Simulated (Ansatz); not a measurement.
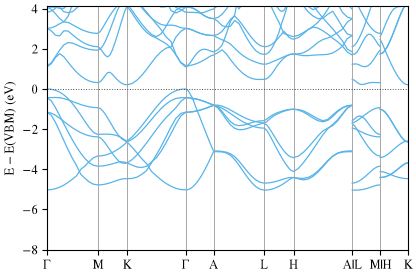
Band structure from DFT-PBEsol in the program Ansatz with PAW potentials

The gap is 0.10 eV; an edge lies off the plotted path or next to a special point (maximum at Γ, minimum off the standard path).

The material is Mg3Sb2 (La2O3 or Ni2Al3 type, P-3m1).

The PBEsol relaxation kept the symmetry of its start. Spin–orbit coupling is left out wherever it is not named.

Potentials: the later of the program's two PAW sets.
